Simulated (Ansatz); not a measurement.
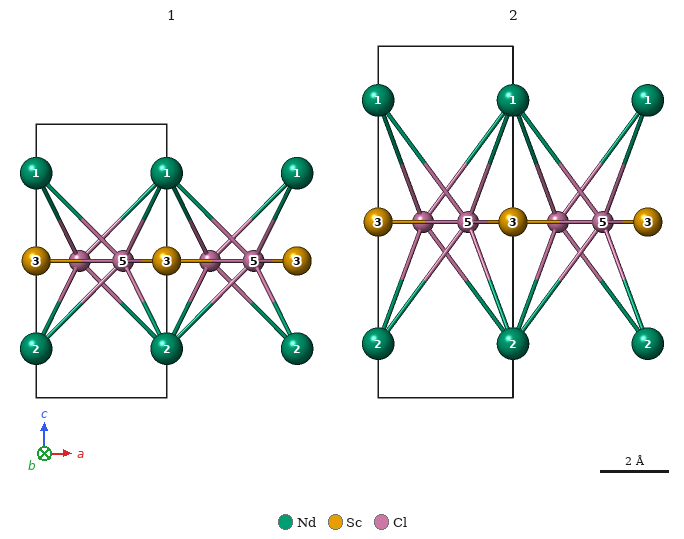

Two geometries of a crystal of Nd2ScCl2 (a generated structure, set up in P6/mmm) (coarse preliminary run), drawn at one scale. One is the start of a relaxation, the other its converged end. Style: ball-and-stick. Shown: the cell of the calculation, repeated 2 × 1 × 1 with one cell outlined, along the b axis.

Method: DFT PBE, scalar-relativistic, plane waves, PAW; 4f electrons in the core of a trivalent norm-conserving potential (Ansatz). Settings: plane-wave cutoff 660 eV; k-point mesh 6 × 6 × 2; occupations gaussian; smearing width 0.1 eV; no spin polarisation; cell and atoms relaxed; force threshold 0.04 eV/Å; at most 70 steps.

**Which one is relaxed?**

Structure 2 is the relaxed one. The largest moves relative to the cell, 0.26 Å, are those of Nd atoms. Cl and Sc stay in place. Cell: a = b 4.453 → 4.601 Å (+3.3 %), c 8.086 → 10.387 Å (+28.4 %). Volume +37.1 %. Some distances before and after: Nd–Sc 2.594 → 3.596 Å, Cl–Nd 3.652 → 4.471 Å, Nd–Nd 2.898 → 3.195 Å, Cl–Sc 2.571 → 2.656 Å. The space group stays P6/mmm (No. 191). The energy falls by 296 meV per atom in 8 accepted moves (10 points after the start). Largest force component: 0.82 eV/Å at the start, 0.018 eV/Å at the end. The pressure goes from 7.52 to 0.01 GPa. The SCF was repeated twice at an unchanged geometry on a basis and grid sized afresh for the cell, which shifted the energy by 8.1 meV per atom at most. Cost: 2.7 min on 1 thread of Arm Neoverse N1, with other jobs on the host, peak memory 0.54 GiB.

Limits of the set-up: the k-point mesh is coarse for a cell with partly filled bands; layers or molecules are held without a dispersion correction, so their spacing is unreliable.
